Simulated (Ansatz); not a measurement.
# Single-point calculation of CH6AsGaO

The run: single-point calculation of CH6AsGaO. Method and program: RKS PBE0-D4/def2-TZVPP (Ansatz 0.2.0).

The geometry comes from this level: PBE0-D4/def2-TZVP.

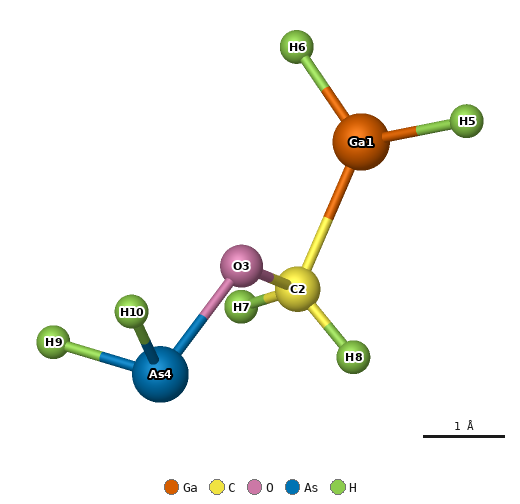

Fig. 1: The structure as given in the input (ball-and-stick view, seen at a tilt; atoms are numbered from 1 in the order of the input). Sticks mark near contacts. Bond lengths as drawn: As–H 1.53 to 1.54 Å, As–O 1.81 Å, C–Ga 1.98 Å, C–H 1.09 to 1.10 Å, C–O 1.44 Å and Ga–H 1.57 Å.

**Key numbers**

```csv
quantity,value
outcome,converged
total energy,−116383.4801 eV
mean-field energy,−116383.2901 eV
dispersion energy,−0.1900 eV
SCF solution under orbital rotations,stable
HOMO,−7.23 eV
LUMO,−1.50 eV
hardware,"2 threads of Arm Neoverse V2, 23 GiB of memory available, shared host"
wall time,7.5 s (CPU time 14 s)
peak memory,0.82 GiB
```

**Input**
```yaml
crystal:
  periodic: [false, false, false]
  atoms:
    - {symbol: Ga, position_ang: [0.278994, 1.916731, -0.525220]}
    - {symbol: C, position_ang: [-0.281348, 0.049032, -0.893317]}
    - {symbol: O, position_ang: [0.260111, -0.372562, 0.369764]}
    - {symbol: As, position_ang: [0.123880, -2.135300, 0.753057]}
    - {symbol: H, position_ang: [1.749681, 2.345418, -0.864007]}
    - {symbol: H, position_ang: [-0.693022, 2.861242, 0.265677]}
    - {symbol: H, position_ang: [-1.361270, -0.125856, -0.944752]}
    - {symbol: H, position_ang: [0.204736, -0.462442, -1.730067]}
    - {symbol: H, position_ang: [-1.202922, -2.059715, 1.521248]}
    - {symbol: H, position_ang: [0.921160, -2.016557, 2.047616]}
basis:
  gaussian: {orbitals: def2-TZVPP}
hamiltonian: {xc: pbe0, dispersion: d4}
output: {orbitals: {seedname: orbitals}}
```

Launch command:
```bash
ansatz run in.yaml --threads 2 --pin off --events-out ev --progress --plain --max-ram 4352MiB
```

**Log**
```
Functional definition: PBE0
  name "PBE0"
  cite "Adamo & Barone, J. Chem. Phys. 110, 6158 (1999) doi:10.1063/1.478522"
  cite "Perdew, Burke & Ernzerhof, Phys. Rev. Lett. 77, 3865 (1996) doi:10.1103/PhysRevLett.77.3865"
  parent pbe
  parameter a = 0.25
  parameter kappa = 0.804
  parameter beta = 0.06672455060314922
  exchange = (1 - a)*pbe_x(kappa = kappa, mu = beta*pi^2/3) + a*exact_x
  correlation = pbe_c(beta = beta)
1521 factors; their error is unknown
mean field evaluation 1: about -116376.7887 eV, gradient 5.7e1 eV
mean field evaluation 2: about -116362.5066 eV, gradient 1.0e2 eV
mean field evaluation 4: about -116382.7840 eV, gradient 6.9e0 eV
mean field evaluation 8: about -116382.8551 eV, gradient 7.3e-2 eV
mean field evaluation 16: about -116383.2901 eV, gradient 6.5e-5 eV
mean field -116383.29007672 eV, -4277.0070228920 hartree, gradient 6.5e-5 eV, S^2 0.000000; 0 other end points of the search recorded, 0 dependent functions left out
reference -116383.29011321 eV, -4277.0070242331 hartree; 42, 42 occupied and 200, 200 virtual orbitals, 1521 factors
Total energy: -116383.48010489 eV, -4277.0140062984 hartree
```

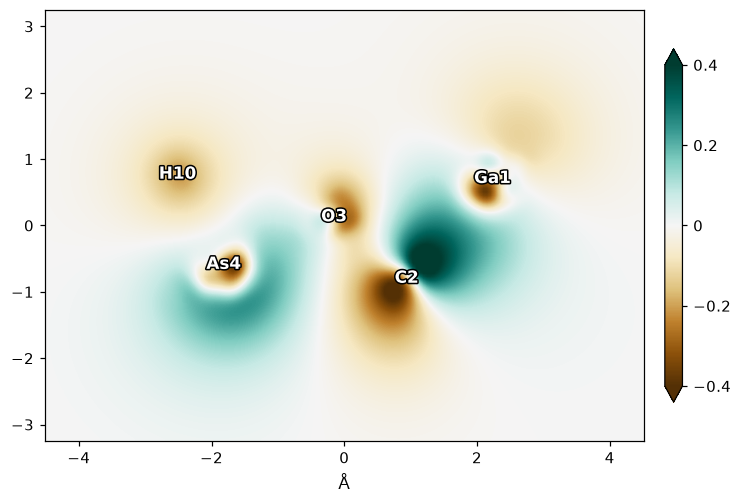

Fig. 2: One frontier orbital on the plane of atoms O3, As4 and H10 (values in Å⁻³ᐟ²; the overall sign is arbitrary). The HOMO−1, at −7.59 eV. It lies mainly on As4 (25 %), O3 (20 %), C2 (20 %), Ga1 (10 %) and H9 (10 %).

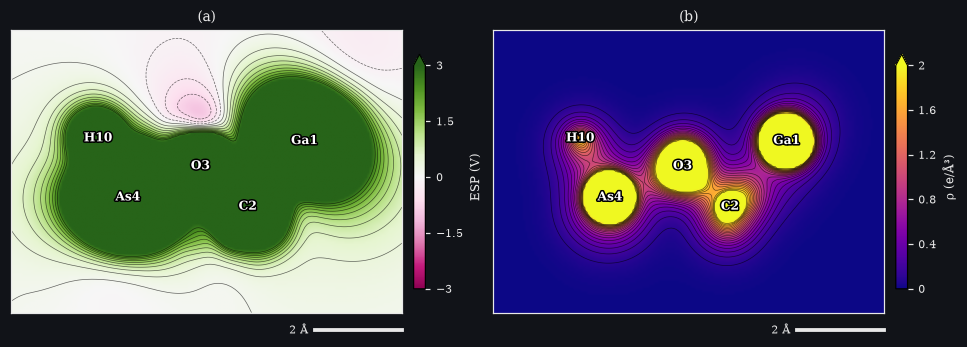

Fig. 3: (a) molecular electrostatic potential; (b) total electron density on the plane of atoms Ga1, C2 and O3. Atoms in the plane: Ga, C, O, As and H. C–O (1.44 Å): ρ is about 1.9 e/Å³ halfway, with its minimum of 1.6 e/Å³ about 0.5 Å from C. As–O (1.81 Å): ρ at the midpoint is about 1 e/Å³.

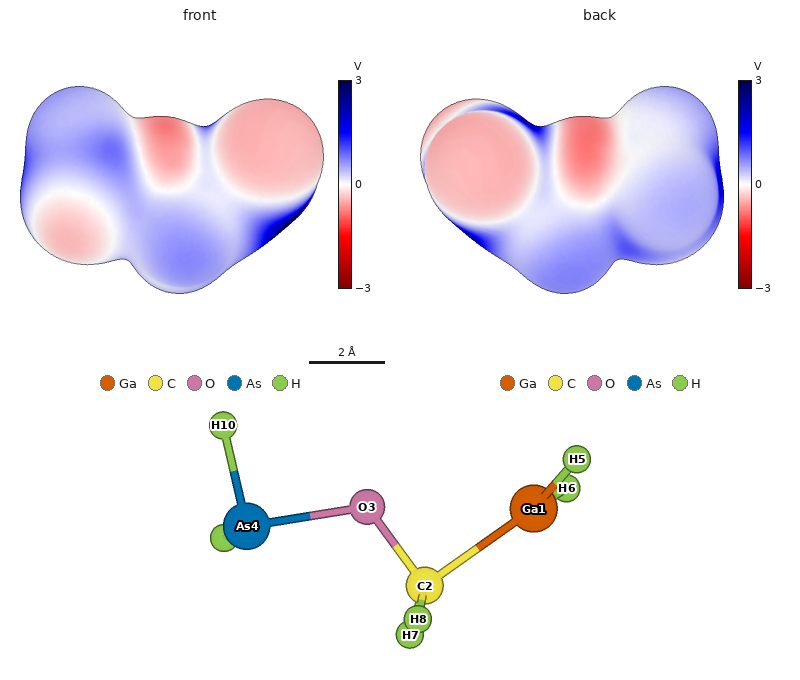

Fig. 4: The electrostatic potential painted on the density surface at 0.002 e/bohr³, seen face on and from behind; red is negative and blue positive. The bare structure is drawn below in the same view.

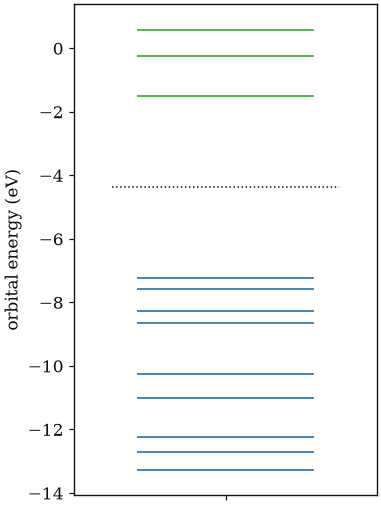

Fig. 5: Orbital energies near the frontier; the dotted line parts filled from empty levels, and levels within 0.02 eV of each other stand side by side. Highest filled −7.23 eV, lowest empty −1.50 eV, 5.73 eV apart.
